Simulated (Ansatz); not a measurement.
**AlBH6OSi: rigid scan of one bond length from a Python script**

How does the energy of AlBH6OSi change as one bond is stretched? A script is to give a rigid scan of one bond length; the system is AlBH6OSi. SMILES: [BH2][AlH][O][SiH3].

Program: Ansatz 0.2.0, driven from Python. Level of theory: PBE0/def2-SVP. These are calculated values, not measurements.

### 1 The system

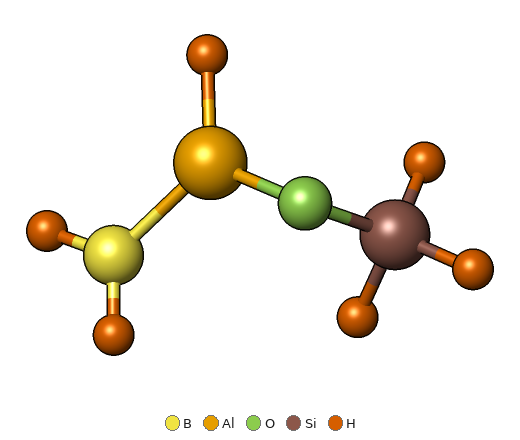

The structure that the script starts from, seen from a chosen angle (boron yellow, aluminium amber, oxygen green, silicon brown, hydrogen orange).

No structure file is read: the coordinates are typed or built in the script.

### 2 The code

Input file scan_albh6osi.py:

```python
"""Stretching a bond of AlBH6OSi, the rest held rigid."""

from dataclasses import dataclass

import ansatz as az
from ase import Atoms
import numpy as np


@dataclass(frozen=True)
class RunConfig:
    basis_set: str = "def2-SVP"
    functional: str = "pbe0"


cfg = RunConfig()


def main() -> None:
    atoms = Atoms(["B", "Al", "O", "Si", "H", "H", "H", "H", "H", "H"], positions=[
        [-1.6004, 1.5564, 0.0032],
        [0.3305, 1.0955, 0.2668],
        [0.7391, -0.4286, 1.1748],
        [0.9099, -1.6668, 0.0044],
        [-2.4963, 0.899, 0.4096],
        [-1.9329, 2.5936, -0.6106],
        [1.5132, 2.0253, -0.3337],
        [1.2196, -2.9275, 0.6622],
        [-0.4717, -1.8184, -0.6001],
        [1.8722, -1.3796, -0.9735],
    ])
    system = az.Crystal.molecule_from_ase(atoms)

    symbols = [site.symbol for site in system.cartesian_sites]
    start = np.array([site.position_ang for site in system.cartesian_sites])
    axis = (start[3] - start[2]) / np.linalg.norm(start[3] - start[2])
    moving = [3, 7, 8, 9]
    lengths, energies = [1.46, 1.58, 1.71, 1.88, 2.14, 2.57, 3.08, 3.77], []
    for length in lengths:
        xyz = start.copy()
        xyz[moving] += (length - np.linalg.norm(start[3] - start[2])) * axis
        point = az.Crystal.molecule()
        for symbol, place in zip(symbols, xyz):
            point = point.atom(symbol, place.tolist())
        setup = (
            point.calculation()
            .basis(gaussian=cfg.basis_set)
            .functional(cfg.functional)
        )
        r = setup.run().report
        energies.append(r["free_energy_ev"])
        print(f"r = {length:6.3f} A  E = {energies[-1]:.5f} eV  <S^2> = {abs(r['mean_field']['state']['spin_squared']):.3f}")

    print("energy above the lowest point (eV):", [round(e - min(energies), 3) for e in energies])


if __name__ == "__main__":
    main()
```

### 3 The calls as engine input

The engine receives this input (first run):

```yaml
crystal:
  periodic: [false, false, false]
  atoms:
    - { symbol: B, position_ang: [-1.6004, 1.5564, 0.0032] }
    - { symbol: Al, position_ang: [0.3305, 1.0955, 0.2668] }
    - { symbol: O, position_ang: [0.7391, -0.4286, 1.1748] }
    - { symbol: Si, position_ang: [0.8847289691819612, -1.4843247637066994, 0.17688345708098777] }
    - { symbol: H, position_ang: [-2.4963, 0.899, 0.4096] }
    - { symbol: H, position_ang: [-1.9329, 2.5936, -0.6106] }
    - { symbol: H, position_ang: [1.5132, 2.0253, -0.3337] }
    - { symbol: H, position_ang: [1.1944289691819612, -2.7450247637066996, 0.8346834570809878] }
    - { symbol: H, position_ang: [-0.4968710308180389, -1.6359247637066994, -0.4276165429190122] }
    - { symbol: H, position_ang: [1.8470289691819612, -1.1971247637066993, -0.8010165429190123] }
basis:
  gaussian:
    orbitals: def2-SVP
hamiltonian:
  xc: pbe0
```

### 4 Running it

On the command line:

```bash
> python scan_albh6osi.py
```

**Question.** What results will this script give? Wanted: range of energy; lowest point, distance.

The runs gave:

| quantity | value |
| --- | --- |
| runs compared | 8 |
| range of energy | 6.073 eV |
| lowest point, distance (Å) | 1.71 |

The curve has its lowest point inside the range, at 1.71. The ends stand 1.02 and 6.07 eV above it. The distance scanned is the script's pair 2, 3. Caveats:
- The rest of the molecule is held rigid at a force-field or estimated start geometry, and the basis set is modest; single-reference methods fail as a bond breaks.
- The orbitals are restricted, so S² is zero by construction.
- Toward dissociation an unrestricted state lies under the restricted one, by 1 to 2 eV or more.
